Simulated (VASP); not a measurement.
Band structure of CdRh2O4 (space group Fd-3m). Computed with r2SCAN meta-GGA, VASP's PBE PAW potentials (set 64) (plane waves; VASP).

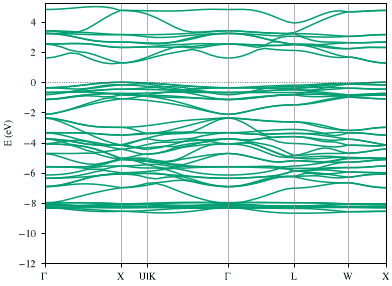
Bands along high-symmetry lines, zero at the valence-band maximum or, without a gap, the Fermi level

### Question
Read the plot: is there a gap, and where are the band edges?

### Answer
The gap is indirect, 1.23 eV, from the valence maximum at X to the conduction minimum at Γ-X at 0.89.

The structure comes from a computed database's CdRh2O4 entry (Fd-3m); how it stands against other phases isn't given here. It was relaxed first.
